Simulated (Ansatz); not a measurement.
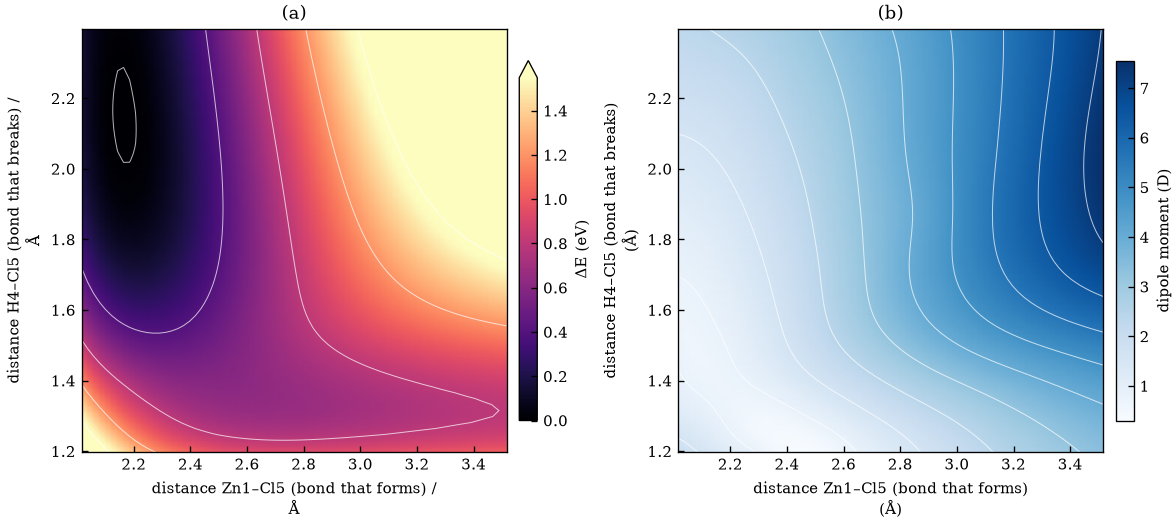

The reacting system ClFH₂OZn (fragments FHOZn + ClH where the first distance is long, ClHOZn + FH where the second is long). 
- First axis: distance Zn1–Cl5 (bond that forms). Second axis: distance H4–Cl5 (bond that breaks).
- Relaxed at each point: all other coordinates.
- The scan uses a 9 × 9 grid.
- Points are written as (first, second).
- Energies: eV, counted from the lowest grid point.
- The reference is spin-restricted, so regions where a bond is pulled apart into radicals lie too high.
- Theory: RKS PBE0-D4/def2-SVP in Ansatz 0.2.0.

Panel (a) is the energy; panel (b) is the computed dipole moment, in D.

Drawn: a smooth colour map with a few white contour lines, one colour for all values above the top of the scale. Between grid points the surface is interpolated.

Q: How does the dipole moment vary over the map, and what is it at the lowest grid point?

A: Leaving out the highest fifth of the energies, it runs from 0.3 D at (2.456 Å, 1.197 Å) to 5.7 D at (3.516 Å, 1.549 Å). At the lowest grid point, (2.127 Å, 2.213 Å), it is 2.0 D.
